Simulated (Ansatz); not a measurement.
The end point of a relaxation of AlNi. Space group Pm-3m (No. 221), CsCl type. Level of theory: PBEsol (plane waves to 420 eV, PAW, scalar-relativistic; Ansatz, a first-principles code).

```cif
data_AlNi
_chemical_formula_sum 'Ni1 Al1'
_space_group_name_H-M_alt 'P 1'
_space_group_IT_number 1
_cell_length_a 2.86172
_cell_length_b 2.86172
_cell_length_c 2.86172
_cell_angle_alpha 90.000
_cell_angle_beta 90.000
_cell_angle_gamma 90.000
loop_
_space_group_symop_operation_xyz
  'x, y, z'
loop_
_atom_site_label
_atom_site_type_symbol
_atom_site_fract_x
_atom_site_fract_y
_atom_site_fract_z
_atom_site_occupancy
Ni1 Ni 0.50000 0.50000 0.50000 1
Al1 Al 0.00000 0.00000 0.00000 1
```

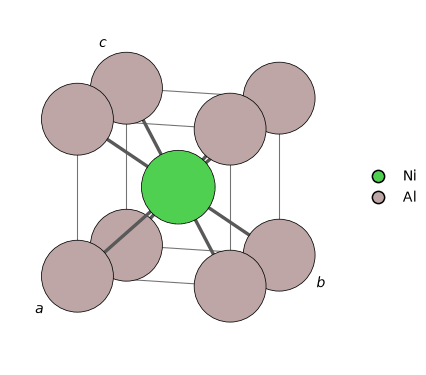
Figure. The conventional cell of the relaxed structure

* **Volume per atom**: 11.72 Å³
* **Band gap**: no gap (metallic)
* **Magnetic moment**: zero (the starting moments vanished)
* **Shortest distances**: Al–Ni 2.48 Å; Ni–Ni 2.86 Å; Al–Al 2.86 Å
* **k-mesh**: 16×16×16

No spin polarisation in the result: the starting moments vanished. A magnetic state may lie lower.

Measured for AlNi: a 2.882 Å (static lattice; corrected from measurement; as listed in H. Levämäki et al., Physical Review B (2014)). Computed minus measured — a: PBEsol -0.7 %. The computed values are for a static lattice.

The run could not lose the symmetry of its start.
